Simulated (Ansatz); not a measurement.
# Calculations on ScW11S24 and related structures

### Relaxation

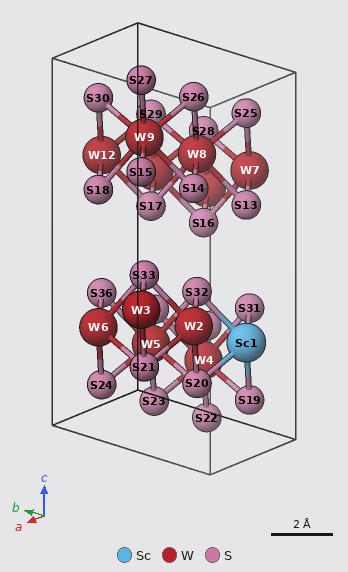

This is the input geometry for a relaxation of a defect cell of composition ScW11S24. The picture is a ball-and-stick view of the cell of the calculation, seen from a free direction.

The calculation used DFT, PBE, plane-wave PAW, default files, scalar-relativistic (Ansatz 0.2.0).

The input:
```yaml
crystal:
  lattice:
    - [6.36, 0.0, 0.0]
    - [-4.77, 8.261882352, 0.0]
    - [0.0, 0.0, 12.5]
  atoms:
    - { symbol: Sc, position: [0.1666666666, 0.2222222222, 0.25], spin: 1.0 }
    - { symbol: W, position: [0.1666666666, 0.5555555556, 0.25] }
    - { symbol: W, position: [0.1666666666, 0.8888888889, 0.25] }
    - { symbol: W, position: [0.6666666666, 0.2222222222, 0.25] }
    - { symbol: W, position: [0.6666666666, 0.5555555556, 0.25] }
    - { symbol: W, position: [0.6666666666, 0.8888888889, 0.25] }
    - { symbol: W, position: [0.3333333334, 0.1111111111, 0.75] }
    - { symbol: W, position: [0.3333333334, 0.4444444444, 0.75] }
    - { symbol: W, position: [0.3333333334, 0.7777777778, 0.75] }
    - { symbol: W, position: [0.8333333334, 0.1111111111, 0.75] }
    - { symbol: W, position: [0.8333333334, 0.4444444444, 0.75] }
    - { symbol: W, position: [0.8333333334, 0.7777777778, 0.75] }
    - { symbol: S, position: [0.1666666666, 0.2222222222, 0.625] }
    - { symbol: S, position: [0.1666666666, 0.5555555556, 0.625] }
    - { symbol: S, position: [0.1666666666, 0.8888888889, 0.625] }
    - { symbol: S, position: [0.6666666666, 0.2222222222, 0.625] }
    - { symbol: S, position: [0.6666666666, 0.5555555556, 0.625] }
    - { symbol: S, position: [0.6666666666, 0.8888888889, 0.625] }
    - { symbol: S, position: [0.3333333334, 0.1111111111, 0.125] }
    - { symbol: S, position: [0.3333333334, 0.4444444444, 0.125] }
    - { symbol: S, position: [0.3333333334, 0.7777777778, 0.125] }
    - { symbol: S, position: [0.8333333334, 0.1111111111, 0.125] }
    - { symbol: S, position: [0.8333333334, 0.4444444444, 0.125] }
    - { symbol: S, position: [0.8333333334, 0.7777777778, 0.125] }
    - { symbol: S, position: [0.1666666666, 0.2222222222, 0.875] }
    - { symbol: S, position: [0.1666666666, 0.5555555556, 0.875] }
    - { symbol: S, position: [0.1666666666, 0.8888888889, 0.875] }
    - { symbol: S, position: [0.6666666666, 0.2222222222, 0.875] }
    - { symbol: S, position: [0.6666666666, 0.5555555556, 0.875] }
    - { symbol: S, position: [0.6666666666, 0.8888888889, 0.875] }
    - { symbol: S, position: [0.3333333334, 0.1111111111, 0.375] }
    - { symbol: S, position: [0.3333333334, 0.4444444444, 0.375] }
    - { symbol: S, position: [0.3333333334, 0.7777777778, 0.375] }
    - { symbol: S, position: [0.8333333334, 0.1111111111, 0.375] }
    - { symbol: S, position: [0.8333333334, 0.4444444444, 0.375] }
    - { symbol: S, position: [0.8333333334, 0.7777777778, 0.375] }
magnetization:
  spin_polarized: true
kpoints:
  mp_grid: { grid: [4, 3, 2] }
scf:
  occupations: { method: fermi_dirac, width: 0.01 }
hamiltonian:
  xc: pbe
  pseudopotentials: { kind: paw }
output:
  forces: true
  stress: true
  populations: true
  efg:
    quadrupole_moments_barn: { Sc: -0.22, S: -0.0694 }
    contact_densities: true
relax:
  f_tol: 0.03
  max_steps: 40
```

Run as
```bash
ansatz run input.yaml --threads 4 --pin off --max-ram 10240MiB --backend cpu --events-out ev --progress --plain --runs-dir out
```

Q: Predict the outcome.

A: Over 4 geometry steps the energy falls by 0.337 eV per cell of the calculation. The largest force component goes from 0.94 to 0.014 eV/Å. The largest moves, 0.11 Å, are those of S20 and S32. S20 goes roughly along [1 1 0]. Largest moves by element: S 0.11 Å, W 0.07 Å. Sc stays in place. The cell stays as it was. Near-neighbour distances that change, for instance: W4–W5 3.180 → 3.286 Å, W3–W6 3.180 → 3.278 Å, W3–W6 (another image) 3.180 → 3.082 Å, Sc1–S20 2.411 → 2.495 Å. Among the angles between lasting bonds that change: S21–W2–S33 80.8° → 83.6°, W4–S35–W5 82.5° → 85.3°, S20–Sc1–S32 80.8° → 78.1°. The program noted that the starting moments weren't kept. The run took 14 min on 4 threads of Arm Neoverse V1, on a shared host, peak memory 4.8 GiB.

After the run, drawn alike:

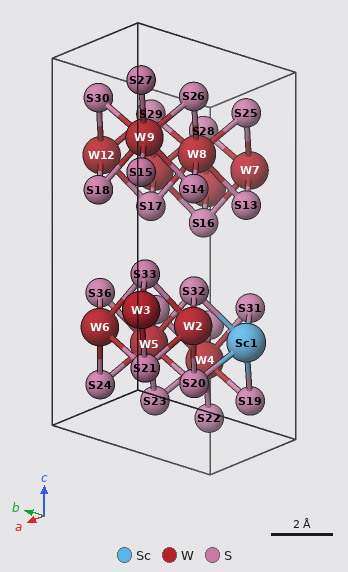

Limits of the set-up: the periodic images lie only 6.4 Å apart, so the values are limited by the cell's size.

### Relaxation

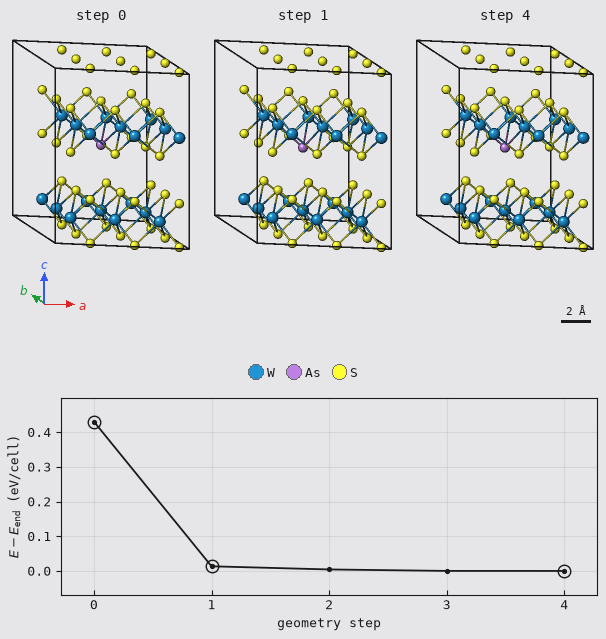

Frames of a relaxation of a defect cell of composition AsW$_{18}$S$_{35}$ (cell charge −1), marked on the history of the run. The picture is a ball-and-stick view of the cell of the calculation (origin shifted), seen slightly off an axis.

Level of theory: DFT, PBE, plane-wave PAW, default files, scalar-relativistic in Ansatz. Settings: plane-wave cutoff 420 eV; k-point mesh 3 × 3 × 2; occupations fermi dirac; smearing width 0.01 eV; no spin polarisation; atoms relaxed in a fixed cell; force threshold 0.03 eV/Å; at most 40 steps.

Q: Describe the path.

A: The atom that moves furthest is the As atom (0.21 Å along −c). Largest moves by element: As 0.21 Å, S 0.02 Å, W 0.02 Å. The cell doesn't change. Some distances before and after: As–W 2.411 → 2.560 Å, W–W 3.180 → 3.190 Å, S–W 2.411 → 2.416 Å. Bond angles that change, for instance: W–As–W 82.5° → 77.1°, As–W–S 80.8° → 84.0°, As–W–S 82.5° → 79.7°. Over 4 geometry steps the energy falls by 0.430 eV per cell of the calculation. Largest force component: 4 eV/Å at the start, 0.0043 eV/Å at the end. From step 0 to 1: the As atom moves most (0.20 Å), energy −0.417 eV per cell of the calculation. From step 1 to 4: an S atom moves most (0.02 Å), energy −13.4 meV per cell of the calculation.

```csv
step,"E − E(0), meV/atom","largest force component, eV/Å"
0,0.00,3.9675
1,-7.72,0.2376
2,-7.89,0.1353
3,-7.97,0.0326
4,-7.97,0.0043
```

Limits of the set-up: the cell is charged, on a uniform background, and energies carry no finite-size correction.

### Defect

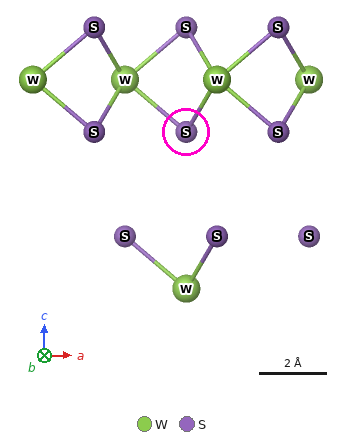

Perfect WS₂. A ball-and-stick model of the atoms within 5.2 Å of one point, in a slice 5.0 Å thick across the line of sight, seen along the b axis.

These are results of DFT, PBE, plane-wave PAW, default files, scalar-relativistic (Ansatz 0.2.0), not measurements. (plane-wave cutoff 420 eV; k-point mesh 4 × 3 × 2; occupations fermi dirac; smearing width 0.01 eV; no spin polarisation) The axes drawn are those of the host's conventional cell.

A sulfur atom is replaced by selenium at the ringed place, in charge state 0. The supercell has 36 sites, and the atoms are relaxed at the host's cell.

Predict the relaxed surroundings of the defect.

In the host the S atom has 3 W at 2.41 Å; the Se atom ends with 3 W at 2.54 Å. Of the host's atoms, a sulfur atom moves furthest from its site, by 0.03 Å. The Se atom itself moves 0.15 Å from where it was put. Relaxing the atoms from the host's sites lowers the energy by 0.31 eV.

The relaxed defect, seen from the same direction:

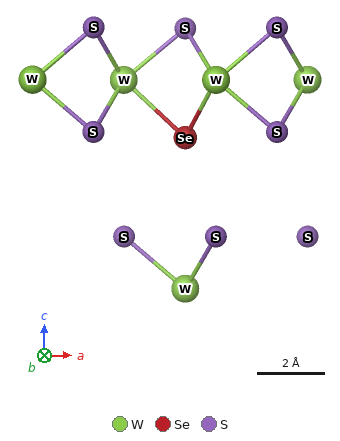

Limits of the set-up: the periodic images lie only 6.4 Å apart, so the values are limited by the cell's size.

### Defect

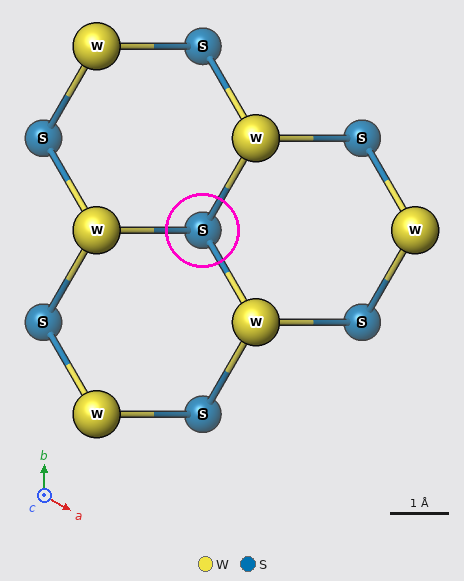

Perfect WS$_{2}$. Style: ball-and-stick. Shown: the atoms within 4.6 Å of one point, in a slice 5.0 Å thick across the line of sight, along the c axis.

Method: DFT, PBE, plane-wave PAW, default files, scalar-relativistic in Ansatz 0.2.0. Set-up: plane-wave cutoff 420 eV; k-point mesh 3 × 3 × 2; occupations fermi dirac; smearing width 0.01 eV; no spin polarisation. A uniform background neutralises the charged cell. The axes drawn are those of the host's conventional cell.

A sulfur atom is replaced by fluorine at the ringed place, in charge state +1. The supercell has 54 sites, and the atoms are relaxed at the host's cell.

Predict the relaxed surroundings of the defect.

Answer. In the host the S atom has 3 W at 2.41 Å; the F atom ends with 3 W at 2.24 Å. Of the host's atoms, a sulfur atom moves furthest from its site, by 0.04 Å. The F atom itself moves 0.30 Å from where it was put. Relaxing the atoms from the host's sites lowers the energy by 0.41 eV.

The relaxed defect, seen from the same direction:

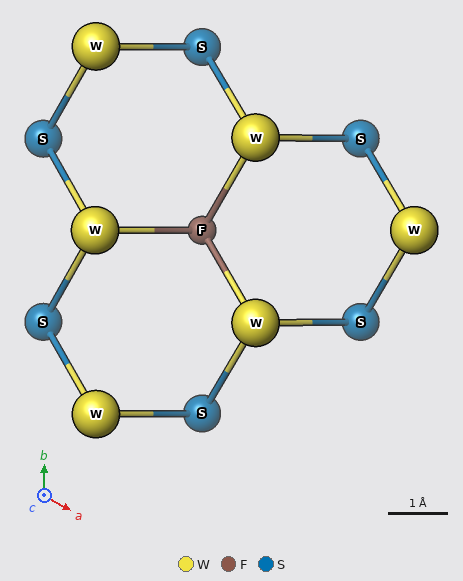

Limits of the set-up: the cell is charged, on a uniform background, and energies carry no finite-size correction.
